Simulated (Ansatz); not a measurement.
## BaTi3Ni: relaxing a made-up structure

This structure for BaTi3Ni is made up. Its elements were placed in a known structure type with a cell scaled to their sizes. What cell does the guess relax to, and how far off was it?

Calculated with Ansatz 0.2.0; DFT, PBE, plane-wave PAW, default files, scalar-relativistic, ferromagnetic start, cell and ions relaxed at zero pressure.

**1. The starting structure**

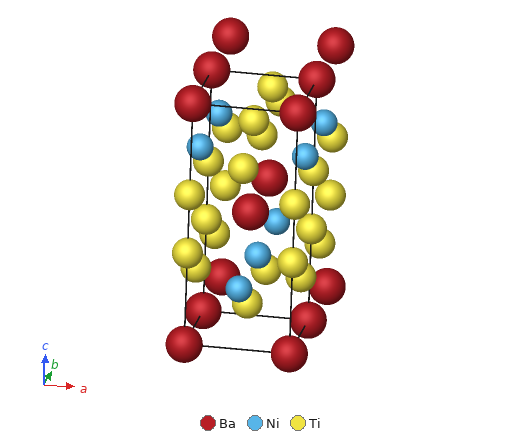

Start, viewed slightly off an axis; barium red, nickel blue, titanium yellow. 1×2×1 cells are drawn. This picture shows the conventional cell, with its axes. Some periodic images of atoms are drawn too.

**2. Relaxing cell and atoms**

The guess takes its coordinates from another compound and its volume from a rule, so the cell and any free coordinates are relaxed together.

input.yaml reads:

```yaml
crystal:
  lattice:
    - [-2.233, 2.233, 5.324]
    - [2.233, -2.233, 5.324]
    - [2.233, 2.233, -5.324]
  atoms:
    - { symbol: Ba, position: [0.0, 0.0, 0.0] }
    - { symbol: Ni, position: [0.25, 0.75, 0.5], spin: 1.0 }
    - { symbol: Ti, position: [0.75, 0.25, 0.5], spin: 1.0 }
    - { symbol: Ti, position: [0.3792, 0.3792, 0.0], spin: 1.0 }
    - { symbol: Ti, position: [0.6208, 0.6208, 0.0], spin: 1.0 }
magnetization:
  spin_polarized: true
kpoints:
  mp_grid: { grid: [8, 8, 8] }
scf:
  occupations: { method: fermi_dirac, width: 0.05 }
hamiltonian:
  xc: pbe
  pseudopotentials: { kind: paw }
relax:
  f_tol: 0.015
  max_steps: 70
  cell: {}
output:
  forces: true
  stress: true
```

Started as:

```bash
$ ansatz run input.yaml --threads 4 --pin off --max-ram 8192MiB --backend cpu --events-out ev --progress --plain --runs-dir out
```

Numbers of over 12 decimals in the logs are rounded to 6 here.

The log of the run:

```text
Engine: ansatz 0.2.0, aarch64-unknown-linux-gnu
Pseudopotentials: kind: paw
Pseudopotential: Ba, paw, valence charge 10, recommended cutoff 420 eV (normal), Ba.paw.azcp
Pseudopotential: Ni, paw, valence charge 18, recommended cutoff 420 eV (normal), Ni.paw.azcp
Pseudopotential: Ti, paw, valence charge 12, recommended cutoff 420 eV (normal), Ti.paw.azcp
Functional definition: PBE
  parameter kappa = 0.804
  parameter beta = 0.066725
  exchange = pbe_x(kappa = kappa, mu = beta*pi^2/3)
  correlation = pbe_c(beta = beta)
Crystal: 5 atoms, lattice volume = 106.188 Å³
Basis set: ecut = 420 eV, 2097 PW (Γ), exchange–correlation on 90×90×90 points (8 copies of the dense FFT grid, shifted against one another)
Bands: 41, of which v1, the nominal top of the filled ones, is band 32 counted from 1 (31 counted from 0)
Symmetry: 8 space group operations
Space group: I-4m2 (ITA 119), of the structure as read, at distance tolerance 4.7e-5 Å
Magnetic group: BNS 119.315 (UNI 975), of the structure as read, at distance tolerance 4.7e-5 Å
k-points: 59 of 512 (time reversal used)
Non-local potential: Ba, projectors of the file, l = 0: 3, l = 1: 2, l = 2: 2, l = 3: 2
Non-local potential: Ni, projectors of the file, l = 0: 3, l = 1: 2, l = 2: 3, l = 3: 1
Non-local potential: Ti, projectors of the file, l = 0: 3, l = 1: 2, l = 2: 3, l = 3: 1
PAW form: soft (Blöchl's): semilocal exchange-correlation on the pseudo side does not see the compensation charge
PAW one-centre angular grid: Ba, 194 points (default); XC on 64 Gauss nodes
PAW one-centre angular grid: Ni, 590 points (default); XC on 64 Gauss nodes
PAW one-centre angular grid: Ti, 590 points (default); XC on 64 Gauss nodes
Initial density: superposition of atomic densities (chi_scale 0.1, normalization cell, long waves kept (reshape's long-wave potential 0.00 eV rms))
Starting moments: Σ|m| = 4 μB on 4 of 5 sites
Initial wavefunctions: pseudopotential atomic-orbital guess
Functional: x = pbe(κ = 0.804, μ = 0.219515), c = pbe(β = 0.066725)
SCF iter   1: F=—  HF=-19287.704600 eV  |F-HF|=—  |Δ(HF+E_count)|=         —  Δρ=1.05e-1 (↑1.05e-1 ↓7.69e-2)  dr2=3.33e1  dr2_m=3.75e-1  M=2.958 μB ∫|m|=3.040 μB  β_m=0.30  ethr=3.10e-3  ⟨swp⟩=6.0  Hψ=18994  notcnv=0
Mixer restart at iter 1: flushing history
preconditioner: auto → Kerker (q_TF=auto, 2.508 Å⁻¹)  [metal: Δε(μ)=0.006 eV  Ē_g=5.401 eV  σ=0.050 eV  W_gap=0.03  n_scr=32 (ndim 8)  ℏωp=19.7 eV  f_vac=0.000  D(μ)=7.61/eV (n_scr^D=78)]
spin=Collinear: Kerker preconditioning applied to the charge; magnetization (m = ρ↑ − ρ↓) channel mixes plain (no charge-response kernel on spin).
SCF iter   2: F=—  HF=-19283.377414 eV  |F-HF|=—  |Δ(HF+E_count)|=    4.33e0  Δρ=4.06e-2 (↑3.01e-2 ↓4.06e-2)  dr2=2.52e0  dr2_m=2.25e-1  M=2.885 μB ∫|m|=2.947 μB  β_m=0.27  ethr=3.10e-3  ⟨swp⟩=4.0  Hψ=14145  notcnv=0  defer=62
SCF iter   3: F=—  HF=-19283.691383 eV  |F-HF|=—  |Δ(HF+E_count)|=   3.14e-1  Δρ=1.80e-2 (↑1.80e-2 ↓1.76e-2)  dr2=9.06e-1  dr2_m=1.86e-1  M=2.807 μB ∫|m|=2.888 μB  β_m=0.53  ethr=3.10e-3  ⟨swp⟩=2.3  Hψ=10632  notcnv=0  defer=47
SCF iter   4: F=—  HF=-19284.721195 eV  |F-HF|=—  |Δ(HF+E_count)|=    1.03e0  Δρ=2.39e-2 (↑5.71e-3 ↓2.39e-2)  dr2=4.61e-1  dr2_m=1.31e-1  M=2.455 μB ∫|m|=2.594 μB  β_m=0.71  ethr=1.42e-3  ⟨swp⟩=2.5  Hψ=8316  notcnv=0  defer=47
SCF iter   5: F=—  HF=-19285.195476 eV  |F-HF|=—  |Δ(HF+E_count)|=   4.74e-1  Δρ=1.13e-2 (↑1.88e-3 ↓1.13e-2)  dr2=1.75e-1  dr2_m=2.89e-2  M=2.116 μB ∫|m|=2.250 μB  β_m=0.82  ethr=7.20e-4  ⟨swp⟩=2.8  Hψ=9293  notcnv=0  defer=34
SCF iter   6: F=—  HF=-19285.196505 eV  |F-HF|=—  |Δ(HF+E_count)|=         —  Δρ=1.00e-2 (↑1.00e-2 ↓3.87e-3)  dr2=1.02e-1  dr2_m=2.04e-2  M=1.795 μB ∫|m|=1.920 μB  β_m=0.82  ethr=2.74e-4  ⟨swp⟩=3.0  Hψ=10321  notcnv=0  defer=34
Mixer restart at iter 6: flushing history
SCF iter   7: F=—  HF=-19285.264216 eV  |F-HF|=—  |Δ(HF+E_count)|=   6.77e-2  Δρ=1.22e-2 (↑1.05e-2 ↓1.22e-2)  dr2=3.19e-1  dr2_m=6.40e-3  M=1.699 μB ∫|m|=1.812 μB  β_m=0.43  ethr=1.60e-4  ⟨swp⟩=3.1  Hψ=11074  notcnv=0  defer=26  recentre
SCF iter   8: F=—  HF=-19285.205124 eV  |F-HF|=—  |Δ(HF+E_count)|=   5.91e-2  Δρ=7.05e-3 (↑7.05e-3 ↓3.69e-3)  dr2=6.03e-2  dr2_m=1.07e-2  M=1.706 μB ∫|m|=1.830 μB  β_m=0.29  ethr=1.60e-4  ⟨swp⟩=3.0  Hψ=11230  notcnv=0  defer=25
SCF iter   9: F=—  HF=-19285.209443 eV  |F-HF|=—  |Δ(HF+E_count)|=   4.32e-3  Δρ=2.61e-3 (↑2.61e-3 ↓2.51e-3)  dr2=4.59e-4  dr2_m=6.20e-3  M=1.608 μB ∫|m|=1.729 μB  β_m=0.55  ethr=9.43e-5  ⟨swp⟩=2.1  Hψ=9620  notcnv=0  defer=22
SCF iter  10: F=—  HF=-19285.213905 eV  |F-HF|=—  |Δ(HF+E_count)|=   4.46e-3  Δρ=2.25e-3 (↑2.25e-3 ↓2.13e-3)  dr2=3.02e-3  dr2_m=3.70e-3  M=1.380 μB ∫|m|=1.517 μB  β_m=0.73  ethr=7.16e-7  ⟨swp⟩=3.0  Hψ=11137  notcnv=0  defer=22
SCF iter  11: F=—  HF=-19285.218702 eV  |F-HF|=—  |Δ(HF+E_count)|=   4.80e-3  Δρ=1.72e-3 (↑1.72e-3 ↓1.48e-3)  dr2=4.65e-4  dr2_m=2.39e-3  M=1.099 μB ∫|m|=1.368 μB  β_m=0.67  ethr=7.16e-7  ⟨swp⟩=3.0  Hψ=11057  notcnv=0  defer=22
SCF iter  12: F=—  HF=-19285.221946 eV  |F-HF|=—  |Δ(HF+E_count)|=   3.24e-3  Δρ=1.53e-3 (↑6.49e-4 ↓1.53e-3)  dr2=2.94e-3  dr2_m=5.34e-4  M=0.823 μB ∫|m|=1.431 μB  β_m=0.97  ethr=7.16e-7  ⟨swp⟩=3.0  Hψ=11125  notcnv=0  defer=22
[...]
SCF iter  22: F=-19285.222808 eV  HF=-19285.222808 eV  |F-HF|=5.60e-10  |Δ(HF+E_count)|=   4.39e-9  Δρ=7.05e-7 (↑7.05e-7 ↓6.95e-7)  dr2=1.35e-9  dr2_m=8.66e-11  M=0.744 μB ∫|m|=1.608 μB  ethr=3.67e-11  ⟨swp⟩=2.8  Hψ=15199  notcnv=0
SCF 1 converged in 22 iterations: F = -19285.222808 eV  dr2 = 1.35e-9
  greatest PAW one-centre occupation: 1.000 electrons in one spin orbital (limit 2), on the Ni atom at site 1 (counted from 0), in its partial waves of l = 1
relax step   1: F+E_penalty+E_count = -19285.22280781 eV  Δ(F+E_penalty+E_count) = +0.000e0 eV  max|allowed force component| = 1.567e0 eV/Å  Δτ_max = 0.0000 Å  P = +1.373 GPa  Ω = 106.188 Å³  (22 SCF iters, dr2 threshold 1.00e-7 eV, accepted)
[... from here on, the SCF cycles and remarks between the steps are left out ...]
relax step   2: F+E_penalty+E_count = -19285.55774708 eV  Δ(F+E_penalty+E_count) = -3.349e-1 eV  max|allowed force component| = 1.054e0 eV/Å  Δτ_max = 0.1231 Å  P = +0.181 GPa  Ω = 109.830 Å³  energy of the carried Pulay correction = -2.996e-4 eV  (15 SCF iters, dr2 threshold 5.00e-7 eV, accepted)
relax step   3: F+E_penalty+E_count = -19285.79707226 eV  Δ(F+E_penalty+E_count) = -2.393e-1 eV  max|allowed force component| = 8.570e-2 eV/Å  Δτ_max = 0.1954 Å  P = +0.815 GPa  Ω = 112.045 Å³  energy of the carried Pulay correction = -4.769e-4 eV  (14 SCF iters, dr2 threshold 5.00e-7 eV, accepted)
relax step   4: F+E_penalty+E_count = -19285.83172572 eV  Δ(F+E_penalty+E_count) = -3.465e-2 eV  max|allowed force component| = 1.563e-2 eV/Å  Δτ_max = 0.0278 Å  P = +0.489 GPa  Ω = 113.579 Å³  energy of the carried Pulay correction = -5.976e-4 eV  (10 SCF iters, dr2 threshold 5.00e-7 eV, accepted)
relax step   5: F+E_penalty+E_count = -19285.85657368 eV  Δ(F+E_penalty+E_count) = -2.485e-2 eV  max|allowed force component| = 1.242e-2 eV/Å  Δτ_max = 0.0148 Å  P = -0.054 GPa  Ω = 115.533 Å³  energy of the carried Pulay correction = -7.490e-4 eV  (11 SCF iters, dr2 threshold 5.00e-7 eV, accepted)
relax step   6: F+E_penalty+E_count = -19285.85678622 eV  Δ(F+E_penalty+E_count) = -2.125e-4 eV  max|allowed force component| = 1.860e-3 eV/Å  Δτ_max = 0.0036 Å  P = -0.022 GPa  Ω = 115.337 Å³  energy of the carried Pulay correction = -7.340e-4 eV  (9 SCF iters, dr2 threshold 4.26e-8 eV, accepted)
relax step   7: F+E_penalty+E_count = -19285.85960855 eV  Δ(F+E_penalty+E_count) = -2.822e-3 eV  max|allowed force component| = 1.761e-3 eV/Å  Δτ_max = 0.0000 Å  P = +0.044 GPa  Ω = 115.337 Å³  stress off target by 1.48e-1 GPa  SCF on the basis re-selected at this cell (its energy is not comparable with the rows above)  (14 SCF iters)
relax step   8: F+E_penalty+E_count = -19285.85982632 eV  Δ(F+E_penalty+E_count) = -2.178e-4 eV  max|allowed force component| = 2.821e-3 eV/Å  Δτ_max = 0.0004 Å  P = +0.001 GPa  Ω = 115.490 Å³  energy of the carried Pulay correction = -8.268e-6 eV  (10 SCF iters, dr2 threshold 5.51e-8 eV, accepted)
relax step   9: F+E_penalty+E_count = -19285.85983293 eV  Δ(F+E_penalty+E_count) = -6.612e-6 eV  max|allowed force component| = 2.745e-3 eV/Å  Δτ_max = 0.0000 Å  P = +0.001 GPa  Ω = 115.490 Å³  stress off target by 3.77e-3 GPa  SCF on the basis re-selected at this cell (its energy is not comparable with the rows above)  (8 SCF iters)
basis re-selected at this cell: Δ(F+E_penalty+E_count) = -6.612e-6 eV, ΔP = -0.000 GPa vs the last step (what re-selecting the basis moved, of the pressure what is left beyond the Pulay correction that the steps carried, after the strain that the cell walked since its last selection, with what the two solves' SCF thresholds leave and, on support functions, any second-order correction that the steps lacked; it is no m [...]
SCF converged after 8 iterations
Magnetization: 0.7758 μB (32.3879 up, 31.6121 down)
Absolute magnetization: 0.8735 μB (∫|ρ↑−ρ↓|, with the PAW one-centre terms)
Spin contamination: 0.0797 ħ² per cell (⟨S²⟩ above its minimum at these occupations)
Per-site moments (μB) at R_I (Å): [(0.022103, 1.497348), (-0.017452, 1.028451), (0.00239714, 1.028451), (0.208188, 1.028451), (0.208188, 1.028451)]
Free energy (F): -19285.859833 eV
Harris-Foulkes:  -19285.859833 eV  (|F-HF|=1.46e-11)
Internal energy: -19285.812518 eV  (E = F + TS)
E sigma→0 (E₀):  -19285.836175 eV
Entropy (-TS):   -0.047315 eV (-9.463 meV/atom)
Fermi energy:    10.710724 eV
--- Per-component energies (eV) ---
  E_band       = -1006.641652
  E_kinetic    = 1272.822796
  E_local      = -9272.235583  (includes V_loc(G=0)·N_el)
  E_nonlocal   = 722.040876
  E_hartree    = 3979.378554
  E_xc         = -543.587131
  E_vxc        = -608.554292  (∫ρ·V_xc dr)
  E_paw        = -10001.727465  (= ΣΔE_a)
  E_vpaw       = -1079.473593  (= ΣTr[D̂ρ^β])
  E_aug_tail   = 0.000902  (compensation charges beyond the density's cutoff)
  E_ewald      = -5442.505467
  E_smearing   = -0.047315  (= −TS)
  E_closure    = 0.000000  (closes the sum)
  Σ components = -19285.859833   (vs F -19285.859833, Δ=0.00e0)
--- Forces (eV/Å), atoms counted from 1 ---
  atom   1  Ba    -0.00000000     0.00000000     0.00000000
  atom   2  Ni     0.00000000    -0.00000000    -0.00000000
  atom   3  Ti     0.00000000     0.00000000     0.00000000
  atom   4  Ti    -0.00000000     0.00000000    -0.00274532
  atom   5  Ti    -0.00000000     0.00000000     0.00274532
  max |Σ_I F_I| component: 3.47e-17 eV/Å
--- Stress (GPa, compression-positive) ---
       -0.000179       0.000000      -0.000000
        0.000000      -0.000179       0.000000
       -0.000000       0.000000       0.003769
  P = ⅓ Tr σ = 0.0011 GPa (0.011 kbar)
--- Relaxed structure (7 steps of the walk, 7 accepted, 2 SCFs on fresh bases) ---
  F+E_penalty+E_count = -19285.85983293 eV   max|allowed force component| = 2.745e-3 eV/Å   (the final SCF, on the basis selected at the relaxed cell)
  cell:  # Å, volume = 115.4896 Å³
    - [-2.234934, 2.234934, 5.780342]
    - [2.234934, -2.234934, 5.780342]
    - [2.234934, 2.234934, -5.780342]
  atoms:
    - { symbol: Ba, position: [-1.7920697065876073e-19, -1.7920697065876136e-19, 0] }
    - { symbol: Ni, position: [0.250000, 0.750000, 0.500000] }
    - { symbol: Ti, position: [0.750000, 0.250000, 0.500000] }
    - { symbol: Ti, position: [0.345589, 0.345589, 3.25029975150567e-19] }
    - { symbol: Ti, position: [0.654411, 0.654411, -5.82055539907315e-18] }
```

It took 2.6 min on 4 threads of Arm Neoverse V2, shared host; peak memory 0.77 GiB.

Step by step:

```csv
step,energy less that of the first step (eV),largest force component (eV/Å),pressure (GPa),volume (Å³)
1,0.0000,1.5669,1.37,106.19
2,-0.3349,1.0537,0.18,109.83
3,-0.5743,0.0857,0.82,112.04
4,-0.6089,0.0156,0.49,113.58
5,-0.6338,0.0124,-0.05,115.53
6,-0.6340,0.0019,-0.02,115.34
7*,-0.6368,0.0018,0.04,115.34
8,-0.6370,0.0028,0.00,115.49
9*,-0.6370,0.0027,0.00,115.49
```

Relaxation steps marked * repeat the geometry before them on a plane-wave basis chosen anew for their cell, so energy and pressure can jump there.

Forces are held to the 8 operations that the run works with; a distortion that breaks them can't arise in this run.

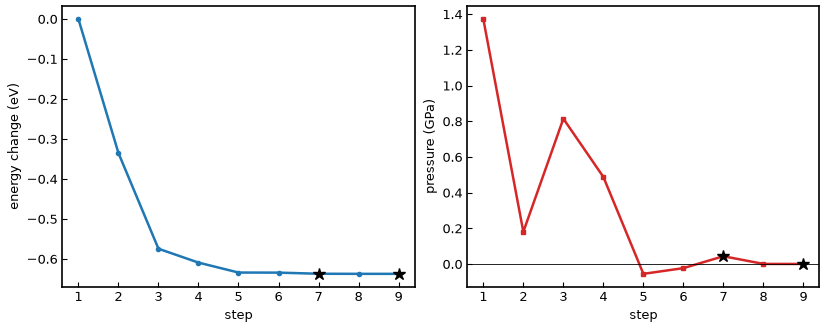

Energy and pressure along the relaxation. Stars mark steps on a basis chosen anew.

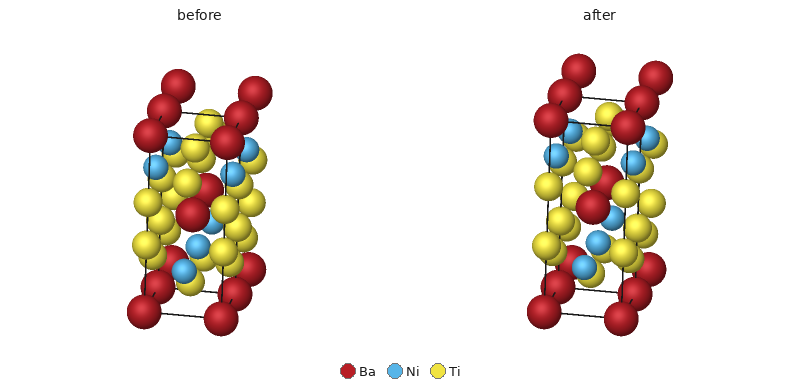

Before and after, at one scale.

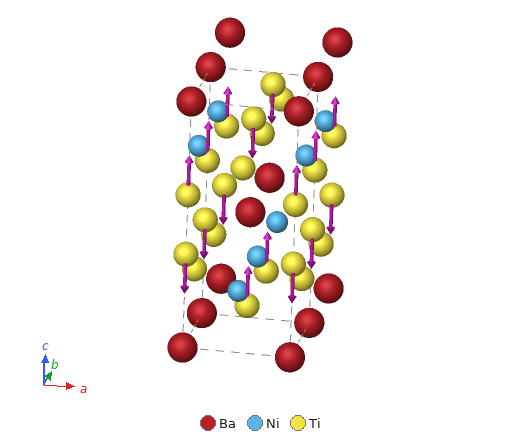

Displacements in the relaxation, exaggerated, measured against the changing cell; the longest in the cell stands for 0.39 Å. 1×2×1 conventional cells are drawn. Some periodic images of atoms are drawn too.

```csv
"conventional cell, symmetrised",before,after,change
a (Å),4.466,4.470,+0.1 %
b (Å),4.466,4.470,+0.1 %
c (Å),10.648,11.561,+8.6 %
volume (Å³/atom),21.24,23.10,+8.8 %
```

The atoms that moved most (Å, as changes of fractional coordinates times the final cell):

```csv
atom,dx,dy,dz,length
Ti4,0.000,0.000,-0.389,0.389
Ti5,0.000,0.000,0.389,0.389
```

Final coordinates:

```
Ba Ni Ti
1.0
    -2.23493    2.23493    5.78034
     2.23493   -2.23493    5.78034
     2.23493    2.23493   -5.78034
Ba Ni Ti
1 1 3
Direct
  0.00000 0.00000 0.00000
  0.25000 0.75000 0.50000
  0.75000 0.25000 0.50000
  0.34559 0.34559 0.00000
  0.65441 0.65441 0.00000
```

This step gave:

```yaml
free_energy: -19285.8598 eV
energy_at_zero_smearing: -19285.8362 eV
smearing_term_ts: 0.04732 eV
fermi_energy: 10.71 eV
magnetization: 0.7758 μB
absolute_magnetization: 0.8735 μB
site_moments: 0.02210, -0.01745, 0.002397, 0.2082, 0.2082 μB
electrons: 64
symmetry_operations: 8
pressure: 0.001137 GPa
```

Site moment by atom:

```csv
atom,site moment (μB)
Ba1,0.022
Ni2,-0.017
Ti3,0.002
Ti4,0.208
Ti5,0.208
```

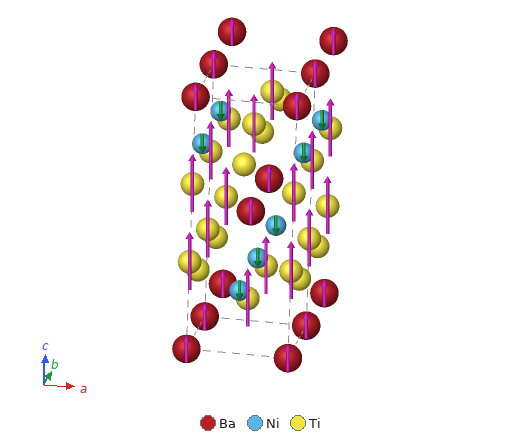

Site moment as arrows, the longest 0.208 μB. Up and down stand for the sign. Arrows give size and sign along the axis of quantisation, drawn up and down the page. Each arrow also spans its atom, so small moments look longer than they are. The two directions have two colours. 1×2×1 conventional cells are drawn. Some periodic images of atoms are drawn too.

Shortest distances by pair of elements, guess and relaxed (not always the same contact):

```csv
pair,guess (Å),relaxed (Å)
Ni–Ti,2.623,2.493
Ti–Ti,2.573,2.493
Ba–Ti,3.410,3.630
Ba–Ni,3.475,3.653
Ba–Ba,4.466,4.470
```

The relaxation ends with a largest force component of 0.0027 eV/Å and a pressure of 0.00 GPa.

**3. Results**

```yaml
space_group_relaxed: I-4m2
conventional_cell: a = 4.470, b = 4.470, c = 11.561 Å; α = 90.0°, β = 90.0°, γ = 90.0°
volume_per_atom: 23.10 Å³ (guess 21.24)
total_moment: 0.78 μB in the cell of 5 atoms
```

**Reading.** BaTi3Ni relaxes to I-4m2 with a = 4.470, b = 4.470 and c = 11.561 Å. The guessed volume was 8 % too small. The space group I-4m2 was held in the relaxation, so the end point is a stationary structure within it and may be a saddle against distortions or other arrangements. The input starts from parallel moments, and no other start was typed. Mesh and cutoff weren't tested. Spin-orbit coupling is left out, which can matter for elements this heavy. No dispersion term is used, so weakly bound directions may come out too long. Nothing here tests whether the compound is stable against decomposition.

[Logs are printed without paths, hosts, clocks, repeated set-up lines and the standing remarks that a program may print on its own settings, such as how far it seeks lower states.]

[Hosts, paths, dates, database ids (printed as entryN), source tags and the programs' standing remarks are cut or masked in the printed files.]
